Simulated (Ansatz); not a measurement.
# CH7N3Si: rotation by 180° about the C2–N3 bond

Wanted: the energy profile along the rotation by 180° about the C2–N3 bond, from relaxed end points and a band of images. SMILES of the start: N=C(N)[SiH2]N.

Program: Ansatz 0.2.0. Level of theory: RKS B3LYP-D4/def2-SVP. These are calculated values, not measurements.

**1. The starting structure**

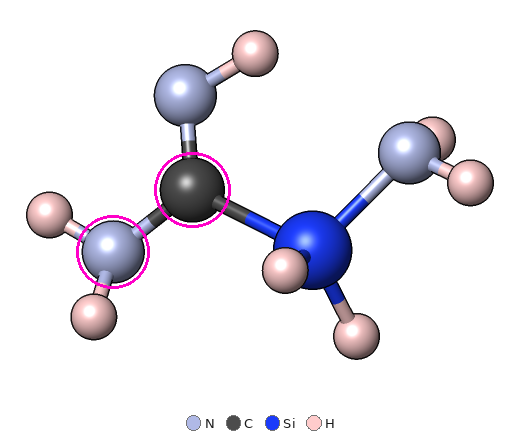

The starting structure, seen from a chosen angle (nitrogen light blue, carbon dark grey, silicon blue, hydrogen pink). Ringed: C2, N3.

As a file:

```xyz
12

N    -1.5010   -0.8209    0.7285
C    -0.2747   -0.8446    0.5090
N     0.3781   -1.9619    0.8659
Si    0.7149    0.6605   -0.3276
N    -0.5193    1.7264   -0.9759
H    -1.9134    0.1493    0.3882
H     1.3935   -1.8512    1.2017
H    -0.1077   -2.5410    1.4810
H     1.4716    0.2440   -1.4338
H     1.4716    1.4066    0.6654
H    -1.0248    1.2596   -1.6908
H    -0.0117    2.5180   -1.3777
```

**2. Relaxing end A**

input.yaml reads:

```yaml
crystal:
  periodic: [false, false, false]
  atoms:
    - { symbol: "N", position_ang: [-1.501, -0.8209, 0.7285] }
    - { symbol: C, position_ang: [-0.2747, -0.8446, 0.509] }
    - { symbol: "N", position_ang: [0.3781, -1.9619, 0.8659] }
    - { symbol: Si, position_ang: [0.7149, 0.6605, -0.3276] }
    - { symbol: "N", position_ang: [-0.5193, 1.7264, -0.9759] }
    - { symbol: H, position_ang: [-1.9134, 0.1493, 0.3882] }
    - { symbol: H, position_ang: [1.3935, -1.8512, 1.2017] }
    - { symbol: H, position_ang: [-0.1077, -2.541, 1.481] }
    - { symbol: H, position_ang: [1.4716, 0.244, -1.4338] }
    - { symbol: H, position_ang: [1.4716, 1.4066, 0.6654] }
    - { symbol: H, position_ang: [-1.0248, 1.2596, -1.6908] }
    - { symbol: H, position_ang: [-0.0117, 2.518, -1.3777] }
basis:
  gaussian: { orbitals: def2-SVP }
hamiltonian:
  xc: b3lyp
  dispersion: d4
relax:
  f_tol: 0.015
  max_steps: 40
output:
  orbitals: {}
```

On the command line:

```
ansatz run input.yaml --threads 2 --pin off --max-ram 3072MiB --backend cpu --events-out ev --progress --plain --runs-dir out
```

Log (excerpt; [...] marks lines left out):

```text
Warning: RAYON_NUM_THREADS=2 ignored (pool sized by the plan → 2); use --threads N
[...]
Functional definition: B3LYP
[...]
1199 factors; integrals over basis functions are off by at most 3.3e-4 eV
[...]
mean field -13492.19180478 eV, -495.8289034896 hartree, gradient 3.7e-5 eV, S^2 0.000000; 0 other end points of the search recorded, 0 dependent functions left out
[...]
reference -13492.19207478 eV, -495.8289134119 hartree; 24, 24 occupied and 85, 85 virtual orbitals, 1199 factors
relax step   1: F+E_penalty+E_count = -13492.58826323 eV  Δ(F+E_penalty+E_count) = +0.000e0 eV  max|allowed force component| = 5.107e0 eV/Å  Δτ_max = 0.0000 Å  (27 SCF iters, accepted)
[...]
relax step   4: F+E_penalty+E_count = -13493.30896063 eV  Δ(F+E_penalty+E_count) = -1.029e-1 eV  max|allowed force component| = 3.661e-1 eV/Å  Δτ_max = 0.0995 Å  (30 SCF iters, accepted)
[...]
relax step   7: F+E_penalty+E_count = -13493.32773058 eV  Δ(F+E_penalty+E_count) = +4.153e-3 eV  max|allowed force component| = 1.709e-1 eV/Å  Δτ_max = 0.1917 Å  (28 SCF iters, rejected (line search))
[...]
relax step  10: F+E_penalty+E_count = -13493.34195578 eV  Δ(F+E_penalty+E_count) = -8.511e-4 eV  max|allowed force component| = 8.263e-2 eV/Å  Δτ_max = 0.0281 Å  (30 SCF iters, accepted)
[...]
relax step  12: F+E_penalty+E_count = -13493.34205916 eV  Δ(F+E_penalty+E_count) = +1.108e-4 eV  max|allowed force component| = 5.240e-2 eV/Å  Δτ_max = 0.0164 Å  (31 SCF iters, rejected (line search))
[...]
1199 factors; integrals over basis functions are off by at most 3.7e-4 eV
mean field -13492.94243446 eV, -495.8564886214 hartree, gradient 8.7e-6 eV, S^2 0.000000; 1 other end points of the search recorded, 0 dependent functions left out
[...]
reference -13492.94271028 eV, -495.8564987578 hartree; 24, 24 occupied and 85, 85 virtual orbitals, 1199 factors
Total energy: -13493.34265202 eV, -495.8711963455 hartree
Atom 0 at    -1.532188    -0.646960     0.818912 Å, force     0.009892     0.008832     0.001220 eV/Å
Atom 1 at    -0.280656    -0.767395     0.556301 Å, force     0.003344    -0.013351    -0.003642 eV/Å
Atom 2 at     0.389944    -1.921750     0.878448 Å, force     0.002203    -0.004147     0.003400 eV/Å
Atom 3 at     0.704514     0.623681    -0.310865 Å, force     0.005815     0.000055     0.012815 eV/Å
Atom 4 at    -0.476617     1.609758    -1.108801 Å, force    -0.001723     0.001763    -0.007118 eV/Å
Atom 5 at    -1.868841     0.258204     0.477241 Å, force    -0.006955     0.000363    -0.000293 eV/Å
Atom 6 at     1.399967    -1.955626     0.863645 Å, force    -0.006225     0.002935    -0.001335 eV/Å
Atom 7 at    -0.089824    -2.590687     1.473410 Å, force    -0.001156     0.002189    -0.003802 eV/Å
Atom 8 at     1.756178    -0.003665    -1.178007 Å, force    -0.002394     0.001258     0.000439 eV/Å
Atom 9 at     1.399113     1.499199     0.677728 Å, force    -0.000095     0.001422    -0.002328 eV/Å
Atom 10 at    -1.013381     1.236032    -1.886191 Å, force    -0.001424    -0.000228     0.000883 eV/Å
Atom 11 at    -0.311109     2.604009    -1.227920 Å, force    -0.001282    -0.001091    -0.000237 eV/Å
Dipole moment:     0.410571     0.194067    -0.264292 e Å
```

Wall time 65 s (2 threads of Arm Neoverse N1, shared host); peak memory 0.24 GiB.

Relaxation path:

```csv
step,energy from step 1 (eV),largest force component (eV/Å)
1,0.0000,5.1073
2,-0.6178,1.4497
3x,-0.5794,1.3523
4,-0.7207,0.3661
5,-0.7418,0.2373
6,-0.7436,0.5442
7x,-0.7395,0.1709
8,-0.7526,0.0340
9,-0.7528,0.0784
10,-0.7537,0.0826
11,-0.7539,0.0437
12x,-0.7538,0.0524
13,-0.7541,0.0134
```

Step 1 is the start. 3 steps were tried and not accepted (3, 7, 12; marked x where the table lists them).

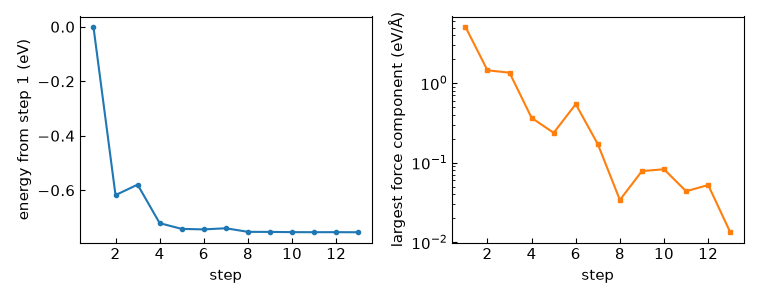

How energy and force went from step to step.

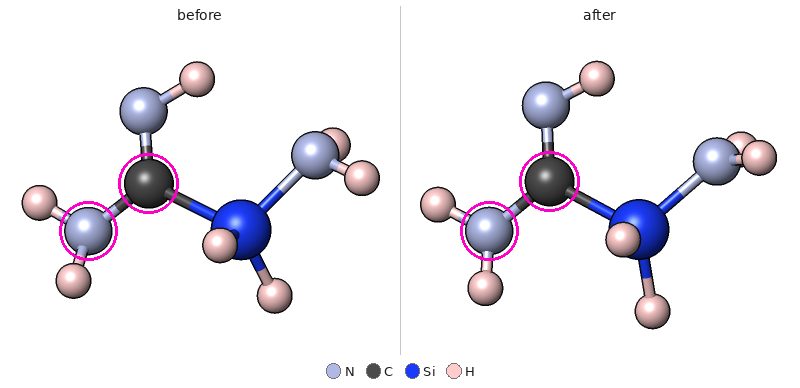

The structure before (left) and after (right), drawn at the same scale.

After: Bond lengths: N1–C2 1.284 Å, C2–N3 1.373 Å, C2–Si4 1.912 Å, Si4–N5 1.733 Å, N1–H6 1.024 Å, N3–H7 1.011 Å, N3–H8 1.016 Å, Si4–H9 1.500 Å, Si4–H10 1.492 Å, N5–H11 1.016 Å, N5–H12 1.015 Å. Angles (14 of 16 angles, heavy atoms first): N1–C2–N3 120.4°, N1–C2–Si4 121.8°, N3–C2–Si4 117.8°, C2–Si4–N5 105.8°, C2–N1–H6 109.6°, C2–N3–H7 120.8°, C2–N3–H8 117.4°, C2–Si4–H9 108.6°, C2–Si4–H10 111.5°, N5–Si4–H9 116.7°, N5–Si4–H10 106.8°, Si4–N5–H11 120.2°, Si4–N5–H12 120.0°, H7–N3–H8 117.3°.

**3. Relaxing end B**

The second end starts from a geometry with the move made by hand.

Edit input.yaml of step 2 so:

```diff
@@ -9,4 +9,4 @@
     - { symbol: H, position_ang: [-1.9134, 0.1493, 0.3882] }
-    - { symbol: H, position_ang: [1.3935, -1.8512, 1.2017] }
-    - { symbol: H, position_ang: [-0.1077, -2.541, 1.481] }
+    - { symbol: H, position_ang: [-0.15979, -2.88987, 0.79116] }
+    - { symbol: H, position_ang: [1.262, -2.06417, 0.46845] }
     - { symbol: H, position_ang: [1.4716, 0.244, -1.4338] }
```

On the command line:

```
ansatz run input.yaml --threads 2 --pin off --max-ram 3072MiB --backend cpu --events-out ev --progress --plain --runs-dir out
```

Log (excerpt; [...] marks lines left out):

```text
Warning: RAYON_NUM_THREADS=2 ignored (pool sized by the plan → 2); use --threads N
[...]
[... 1 set-up line as earlier in the session ...]
[...]
1200 factors; integrals over basis functions are off by at most 3.3e-4 eV
[...]
mean field -13492.14486534 eV, -495.8271784971 hartree, gradient 5.4e-6 eV, S^2 0.000000; 0 other end points of the search recorded, 0 dependent functions left out
[...]
reference -13492.14513481 eV, -495.8271883998 hartree; 24, 24 occupied and 85, 85 virtual orbitals, 1200 factors
relax step   1: F+E_penalty+E_count = -13492.54140912 eV  Δ(F+E_penalty+E_count) = +0.000e0 eV  max|allowed force component| = 4.035e0 eV/Å  Δτ_max = 0.0000 Å  (28 SCF iters, accepted)
[...]
relax step   3: F+E_penalty+E_count = -13493.30147622 eV  Δ(F+E_penalty+E_count) = -1.006e-1 eV  max|allowed force component| = 5.241e-1 eV/Å  Δτ_max = 0.1390 Å  (31 SCF iters, accepted)
[...]
Atom 2 at     0.423293    -1.967533     0.756232 Å, force     0.005771     0.004422    -0.004970 eV/Å
Atom 3 at     0.703301     0.610238    -0.347870 Å, force    -0.003313     0.006524    -0.003466 eV/Å
Atom 4 at    -0.476150     1.648857    -1.079904 Å, force    -0.002874    -0.004023    -0.001144 eV/Å
Atom 5 at    -1.871996     0.198154     0.454562 Å, force     0.003958    -0.001940     0.001466 eV/Å
Atom 6 at    -0.132861    -2.758614     1.072234 Å, force    -0.000351    -0.002204     0.001097 eV/Å
Atom 7 at     1.244644    -2.200650     0.211177 Å, force     0.000713    -0.002139     0.002459 eV/Å
Atom 8 at     1.737191     0.022819    -1.265319 Å, force     0.001201    -0.003768     0.002504 eV/Å
Atom 9 at     1.414788     1.421340     0.680112 Å, force     0.000085    -0.001237     0.000261 eV/Å
Atom 10 at    -1.027864     1.324933    -1.868990 Å, force    -0.001012    -0.000721     0.002186 eV/Å
Atom 11 at    -0.306474     2.647383    -1.143011 Å, force     0.002128     0.002910     0.001690 eV/Å
Dipole moment:     0.312111     0.147270    -0.464565 e Å
```

It took 46 s on 2 threads of Arm Neoverse N1, shared host; peak memory 0.24 GiB.

Relaxation path:

```csv
step,energy from step 1 (eV),largest force component (eV/Å)
1,0.0000,4.0348
2,-0.6595,1.3402
3,-0.7601,0.5241
4,-0.7944,0.3634
5x,-0.7819,0.9155
6,-0.8164,0.4666
7,-0.8175,0.1710
8,-0.8195,0.0896
9,-0.8197,0.0072
```

Step 1 is the start. 1 step was tried and not accepted (5; marked x where the table lists them).

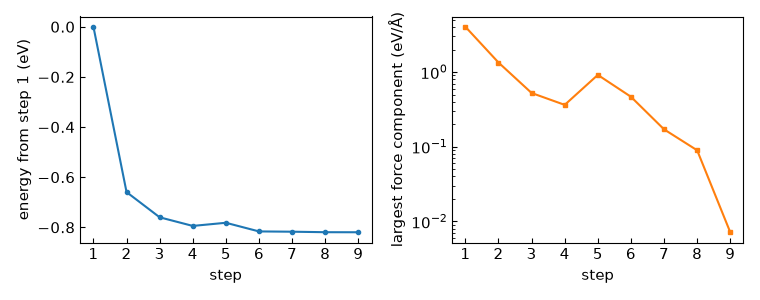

How energy and force went from step to step.

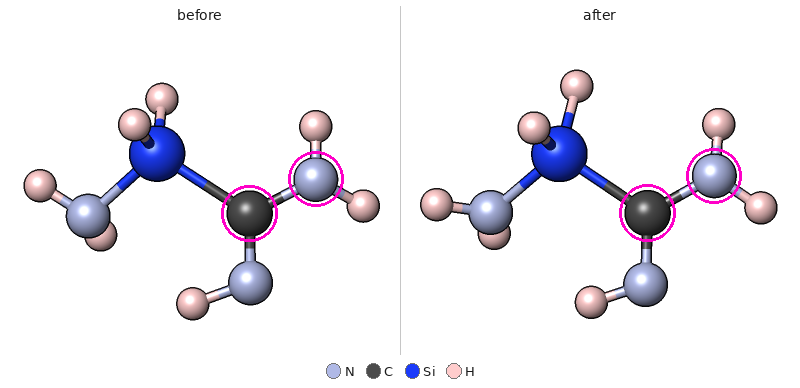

Before and after, at one scale.

After: Bond lengths: N1–C2 1.283 Å, C2–N3 1.378 Å, C2–Si4 1.911 Å, Si4–N5 1.734 Å, N1–H6 1.025 Å, N3–H7 1.017 Å, N3–H8 1.013 Å, Si4–H9 1.502 Å, Si4–H10 1.490 Å, N5–H11 1.016 Å, N5–H12 1.015 Å. Angles (14 of 16 angles, heavy atoms first): N1–C2–N3 120.6°, N1–C2–Si4 122.3°, N3–C2–Si4 117.0°, C2–Si4–N5 105.8°, C2–N1–H6 109.7°, C2–N3–H7 115.8°, C2–N3–H8 118.5°, C2–Si4–H9 108.0°, C2–Si4–H10 112.2°, N5–Si4–H9 116.4°, N5–Si4–H10 106.9°, Si4–N5–H11 120.4°, Si4–N5–H12 120.1°, H7–N3–H8 115.6°.

**4. The band**

crystal.atoms is end A as relaxed above, and neb.final_atoms is end B, turned to lie on A. With 5 inner images the band has 7 in all. The start path is listed, through a guess of the saddle.

input.yaml reads:

```yaml
crystal:
  periodic: [false, false, false]
  atoms:
    - { symbol: "N", position_ang: [-1.532188, -0.64696, 0.818912] }
    - { symbol: C, position_ang: [-0.280656, -0.767395, 0.556301] }
    - { symbol: "N", position_ang: [0.389944, -1.92175, 0.878448] }
    - { symbol: Si, position_ang: [0.704514, 0.623681, -0.310865] }
    - { symbol: "N", position_ang: [-0.476617, 1.609758, -1.108801] }
    - { symbol: H, position_ang: [-1.868841, 0.258204, 0.477241] }
    - { symbol: H, position_ang: [1.399967, -1.955626, 0.863645] }
    - { symbol: H, position_ang: [-0.089824, -2.590687, 1.47341] }
    - { symbol: H, position_ang: [1.756178, -0.003665, -1.178007] }
    - { symbol: H, position_ang: [1.399113, 1.499199, 0.677728] }
    - { symbol: H, position_ang: [-1.013381, 1.236032, -1.886191] }
    - { symbol: H, position_ang: [-0.311109, 2.604009, -1.22792] }
basis:
  gaussian: { orbitals: def2-SVP }
hamiltonian:
  xc: b3lyp
  dispersion: d4
neb:
  order_check: false
  images: 5
  f_tol: 0.05
  max_iterations: 60
  final_atoms:
    - { symbol: "N", position_ang: [-1.51255204, -0.62039232, 0.88735482] }
    - { symbol: C, position_ang: [-0.26212579, -0.72969191, 0.61994052] }
    - { symbol: "N", position_ang: [0.45714133, -1.81758326, 1.06517357] }
    - { symbol: Si, position_ang: [0.71157993, 0.64024387, -0.29007396] }
    - { symbol: "N", position_ang: [-0.47587593, 1.58393931, -1.12977353] }
    - { symbol: H, position_ang: [-1.8640273, 0.27511636, 0.53381579] }
    - { symbol: H, position_ang: [-0.09094124, -2.58063025, 1.45547919] }
    - { symbol: H, position_ang: [1.28553647, -2.09276976, 0.55128657] }
    - { symbol: H, position_ang: [1.75992408, -0.02179823, -1.13764524] }
    - { symbol: H, position_ang: [1.40465294, 1.55997697, 0.65575268] }
    - { symbol: H, position_ang: [-1.0173714, 1.17502166, -1.88577672] }
    - { symbol: H, position_ang: [-0.31884105, 2.57336756, -1.29163269] }
  initial_path:
    images:
      - { positions_ang: [[-1.532188, -0.64696, 0.818912], [-0.280656, -0.767395, 0.556301], [0.389944, -1.92175, 0.878448], [0.704514, 0.623681, -0.310865], [-0.476617, 1.609758, -1.108801], [-1.868841, 0.258204, 0.477241], [1.399967, -1.955626, 0.863645], [-0.089824, -2.590687, 1.47341], [1.756178, -0.003665, -1.178007], [1.399113, 1.499199, 0.677728], [-1.013381, 1.236032, -1.886191], [-0.311109, 2.604009, -1.22792]] }
      - { positions_ang: [[-1.48027781, -0.68280037, 0.84250503], [-0.24153766, -0.76677892, 0.57274872], [0.43791826, -1.89665875, 0.91550354], [0.71784702, 0.65195679, -0.32983911], [-0.50017752, 1.64289786, -1.07512176], [-1.85564587, 0.23399035, 0.49069179], [1.10849711, -2.00024123, 1.25475247], [0.06106864, -2.61073414, 1.13782944], [1.65451621, 0.07893584, -1.28131313], [1.44435682, 1.50831758, 0.63134235], [-1.03517039, 1.22110748, -1.81293548], [-0.23429481, 2.5648075, -1.31226285]] }
      - { positions_ang: [[-1.42836761, -0.71864074, 0.86609805], [-0.20241932, -0.76616283, 0.58919645], [0.48589251, -1.87156749, 0.95255907], [0.73118004, 0.68023258, -0.34881322], [-0.52373804, 1.67603771, -1.04144252], [-1.84245073, 0.20977669, 0.50414259], [0.81702722, -2.04485647, 1.64585994], [0.21196128, -2.63078128, 0.80224888], [1.55285441, 0.16153669, -1.38461927], [1.48960065, 1.51743617, 0.58495669], [-1.05695977, 1.20618296, -1.73967997], [-0.15748063, 2.52560601, -1.3966057]] }
      - { positions_ang: [[-1.37645742, -0.75448111, 0.88969108], [-0.16330099, -0.76554675, 0.60564417], [0.53386677, -1.84647624, 0.98961461], [0.74451307, 0.70850837, -0.36778733], [-0.54729856, 1.70917757, -1.00776328], [-1.8292556, 0.18556304, 0.51759338], [0.52555732, -2.0894717, 2.03696741], [0.36285392, -2.65082842, 0.46666832], [1.45119262, 0.24413753, -1.4879254], [1.53484447, 1.52655475, 0.53857104], [-1.07874916, 1.19125844, -1.66642445], [-0.08066644, 2.48640451, -1.48094855]] }
      - { positions_ang: [[-1.4218223, -0.70978485, 0.88891233], [-0.19624259, -0.75359513, 0.61040962], [0.50829162, -1.83684525, 1.01480093], [0.73353535, 0.68575354, -0.34188287], [-0.52349102, 1.66743148, -1.04843336], [-1.84084616, 0.21541415, 0.52300085], [0.3200578, -2.25319122, 1.843138], [0.67041477, -2.46480886, 0.4948744], [1.55410311, 0.15549228, -1.37116535], [1.49144729, 1.53769549, 0.57763159], [-1.0582899, 1.18584618, -1.73954187], [-0.16005798, 2.5153922, -1.41784326]] }
      - { positions_ang: [[-1.46718717, -0.66508858, 0.88813357], [-0.22918419, -0.74164352, 0.61517507], [0.48271648, -1.82721425, 1.03998725], [0.72255764, 0.6629987, -0.31597841], [-0.49968347, 1.6256854, -1.08910345], [-1.85243673, 0.24526525, 0.52840832], [0.11455828, -2.41691073, 1.6493086], [0.97797562, -2.27878931, 0.52308049], [1.65701359, 0.06684702, -1.2544053], [1.44805011, 1.54883623, 0.61669213], [-1.03783065, 1.18043392, -1.81265929], [-0.23944951, 2.54437988, -1.35473798]] }
      - { positions_ang: [[-1.51255204, -0.62039232, 0.88735482], [-0.26212579, -0.72969191, 0.61994052], [0.45714133, -1.81758326, 1.06517357], [0.71157993, 0.64024387, -0.29007396], [-0.47587593, 1.58393931, -1.12977353], [-1.8640273, 0.27511636, 0.53381579], [-0.09094124, -2.58063025, 1.45547919], [1.28553647, -2.09276976, 0.55128657], [1.75992408, -0.02179823, -1.13764524], [1.40465294, 1.55997697, 0.65575268], [-1.0173714, 1.17502166, -1.88577672], [-0.31884105, 2.57336756, -1.29163269]] }
```

On the command line:

```
ansatz run input.yaml --threads 2 --pin off --max-ram 3072MiB --backend cpu --events-out ev --progress --plain --runs-dir out
```

Log (excerpt; [...] marks lines left out):

```text
Warning: RAYON_NUM_THREADS=2 ignored (pool sized by the plan → 2); use --threads N
[...]
[... 1 set-up line as earlier in the session ...]
[...]
1206 factors; integrals over basis functions are off by at most 3.5e-4 eV
[...]
mean field -13492.94243372 eV, -495.8564885944 hartree, gradient 4.0e-5 eV, S^2 0.000000; 0 other end points of the search recorded, 0 dependent functions left out
[...]
reference -13492.94271003 eV, -495.8564987485 hartree; 24, 24 occupied and 85, 85 virtual orbitals, 1206 factors
1206 factors; integrals over basis functions are off by at most 4.0e-4 eV
[...]
mean field -13492.96123757 eV, -495.8571796231 hartree, gradient 3.7e-5 eV, S^2 0.000000; 0 other end points of the search recorded, 0 dependent functions left out
[...]
reference -13492.96151216 eV, -495.8571897141 hartree; 24, 24 occupied and 85, 85 virtual orbitals, 1206 factors
[...]
Atom 2 at     0.694994    -1.786599     1.054500 Å, force     0.017696     0.008252    -0.006012 eV/Å
Atom 3 at     0.699490     0.578842    -0.469304 Å, force     0.003745     0.003773    -0.012676 eV/Å
Atom 4 at    -0.498600     1.690496    -1.071439 Å, force     0.009206    -0.011046     0.017564 eV/Å
Atom 5 at    -1.874057     0.043695     0.345148 Å, force    -0.004237     0.003482     0.000426 eV/Å
Atom 6 at     0.604325    -1.812393     2.074073 Å, force    -0.006092    -0.004685     0.006383 eV/Å
Atom 7 at     0.347538    -2.697776     0.742089 Å, force    -0.009392    -0.004823     0.002609 eV/Å
Atom 8 at     1.468916    -0.094079    -1.558334 Å, force    -0.004246     0.004018     0.004251 eV/Å
Atom 9 at     1.629150     1.337979     0.415127 Å, force    -0.000118    -0.001756    -0.001605 eV/Å
Atom 10 at    -0.942577     1.544674    -1.972527 Å, force     0.002836     0.006271    -0.003575 eV/Å
Atom 11 at    -0.423375     2.680405    -0.862459 Å, force    -0.009525     0.005095    -0.009944 eV/Å
Dipole moment:    -0.053517     0.294390    -0.232355 e Å
this run last wrote the band of iteration 14 to <dir>
```

Wall time 5.5 min (2 threads of Arm Neoverse N1, shared host); peak memory 0.25 GiB.

[end of part 1 of 2]
